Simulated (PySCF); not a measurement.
# GeHF (SMILES [F][GeH]) at 3 levels

We compute a comparison of 3 runs (MP2/STO-6G, CISD/STO-6G, CCSD(T)/STO-6G) of GeHF. Input form: a Python script.

Program for the calculation: PySCF 2.14.0.

26 further runs of the same task are left out: 18 that didn't finish, 8 set aside as unsound or not needed.

### Step 1. Starting point

GeHF has 3 atoms, charge 0, and is taken as a singlet. As SMILES, `[F][GeH]`. The F1–Ge2 distance was set to 3.865 Å, away from the relaxed value. At this shape a bond of the SMILES string is far longer than usual.

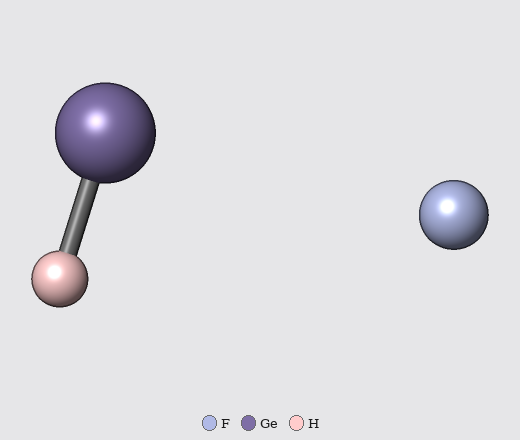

The structure, seen from a chosen angle (fluorine light blue, germanium purple, hydrogen pink).

### Step 2. The energy at MP2/STO-6G (run 1)

Contents of job.py:

```python
from pyscf import gto, scf, mp

molecule = gto.Mole()
molecule.atom = '''
F    2.268129   1.993498   1.436077
Ge  -0.657900   0.195200  -0.335600
H   -0.025200  -1.272700  -0.147400
'''
molecule.basis = 'sto-6g'
molecule.max_memory = 1860
molecule.charge = 0
molecule.verbose = 4
molecule.build()

calc0 = scf.RHF(molecule)
calc0.conv_tol = 1e-10
calc0.kernel()
if not calc0.converged:
    calc0 = calc0.newton().run(calc0.mo_coeff, calc0.mo_occ)

pt = mp.MP2(calc0, frozen=10).run()
e_tot = pt.e_tot
print(f'total energy: {e_tot:.8f} hartree')
```

The run is started by

```
OMP_NUM_THREADS=1 python job.py
```

The program printed:

```text
PySCF version 2.14.0

[... 91 lines left out ...]
converged SCF energy = -2163.39292581399
[... 1 line left out ...]
******** <class 'pyscf.mp.mp2.RMP2'> ********
nocc = 11, nmo = 14
frozen orbitals 10
E(RMP2) = -2163.67478980959  E_corr = -0.28186399559324
E(SCS-RMP2) = -2163.72989117723  E_corr = -0.336965363230599
E_corr(same-spin) = -0.0014670363245642
E_corr(oppo-spin) = -0.280396959268676
total energy: -2163.67478981 hartree
```

It took 1.1 s on 1 thread of Arm Neoverse V1, shared host; peak memory 0.12 GiB.

### Step 3. A single-point energy at CISD/STO-6G (run 2)

Contents of run.py:

```python
from pyscf import gto, scf, ci

system = gto.Mole()
system.atom = 'F 2.268129 1.993498 1.436077; Ge -0.657900 0.195200 -0.335600; H -0.025200 -1.272700 -0.147400'
system.max_memory = 1860
system.basis = 'sto-6g'
system.charge = 0
system.verbose = 4
system.build()

mf = scf.RHF(system)
mf.conv_tol = 1e-10
mf.kernel()
if not mf.converged:
    mf = mf.newton().run(mf.mo_coeff, mf.mo_occ)

cisd = ci.CISD(mf, frozen=10)
cisd.kernel()
energy = cisd.e_tot
print('E(%s) = %.9f' % ('CISD', energy))
```

The run is started by

```
OMP_NUM_THREADS=1 python run.py
```

The program printed:

```text
PySCF version 2.14.0

[... 91 lines left out ...]
converged SCF energy = -2163.39292581399
[... 1 line left out ...]
******** <class 'pyscf.ci.cisd.RCISD'> ********
CISD nocc = 11, nmo = 14
frozen orbitals 10
max_cycle = 50
direct = 0
conv_tol = 1e-09
max_cycle = 50
max_space = 12
lindep = 0
nroots = 1
Init t2, MP2 energy = -0.281861890657785
RCISD converged
E(RCISD) = -2163.665833464751  E_corr = -0.272907650756151
E(CISD) = -2163.665833465
```

It took 1.1 s on 1 thread of Arm Neoverse V1, shared host; peak memory 0.1 GiB.

### Step 4. The energy at CCSD(T)/STO-6G (run 3)

Contents of input.py:

```python
from pyscf import gto, scf, cc

mol = gto.Mole()
mol.atom = '''
F        2.268129       1.993498       1.436077
Ge      -0.657900       0.195200      -0.335600
H       -0.025200      -1.272700      -0.147400
'''
mol.max_memory = 1860
mol.spin = 0
mol.verbose = 3
mol.basis = 'sto-6g'
mol.build()

mf = scf.RHF(mol)
mf.conv_tol = 1e-10
mf.kernel()
if not mf.converged:
    mf = mf.newton().run(mf.mo_coeff, mf.mo_occ)

mycc = cc.CCSD(mf, frozen=10)
mycc.kernel()
e_t = mycc.ccsd_t()
energy = mycc.e_tot + e_t
print('E = %.10f Eh' % energy)
```

The run is started by

```
OMP_NUM_THREADS=1 python input.py
```

The program printed:

```text
converged SCF energy = -2163.39292581399
E(CCSD) = -2163.688411570568  E_corr = -0.2954857565736124
CCSD(T) correction = -0.00265080460997247
E = -2163.6910623752 Eh
```

Wall time 1.3 s (1 thread of Arm Neoverse V1, shared host); peak memory 0.1 GiB.

### Step 5. Overview of the runs

```csv
run,level,energy (Eh),dipole moment (D) of the reference,HOMO energy (eV),LUMO energy (eV),wall time
1,MP2/STO-6G,-2163.674790,6.05,-1.88,1.72,1.1 s
2,CISD/STO-6G,-2163.665833,6.05,-1.88,1.72,1.1 s
3,CCSD(T)/STO-6G,-2163.691062,6.05,-1.88,1.72,1.3 s
```

### Step 6. What came out

| quantity | value |
| --- | --- |
| run 3: total energy | -2163.69106 Eh |
| run 3: dipole moment (Hartree–Fock density) | 6.05 D |
| run 3: HOMO energy (Hartree–Fock orbitals) | -1.88 eV |
| run 3: LUMO energy (Hartree–Fock orbitals) | 1.72 eV |
| run 3: HOMO–LUMO gap (Hartree–Fock orbitals) | 3.60 eV |
| run 3: correlation energy (10 core orbitals frozen) | -298.1 mEh |
| run 3: (T) correction | -2.65 mEh |
| run 3: T1 diagnostic | 0.077 |

What this shows: In run 3 the T1 diagnostic is large, so a single reference may not serve. In runs 1, 2, 3 the basis is minimal, so the values are rough. In runs 1, 2, 3 a closed-shell determinant meets a far-stretched bond, which it describes badly. All runs together took 3.5 s, the longest 1.3 s.
